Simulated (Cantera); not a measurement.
Feed: 1 mol SiC, a varied amount of N₂O, 650 mol N₂, equilibrated at 2048 K and 0.640 Pa.

Equilibrium computed with Cantera from the NASA thermochemical tables; the gas is ideal and each condensed phase is pure. Candidate condensed phases: C, Si, SiC, SiO₂, Si₂N₂O, Si₃N₄; 34 gas species. Rates play no part.

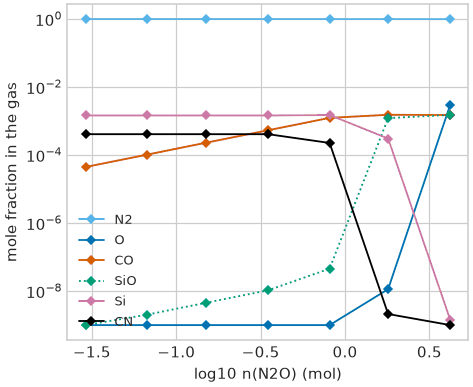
Fig. 1. Equilibrium gas composition (values under 1e-9 drawn at 1e-9)

Read off the mole fractions at 0.35 mol N₂O.

N₂ about 1.00, Si about 0.0015, CO about 0.00054, CN about 0.00041, SiO about 1.1e-8.
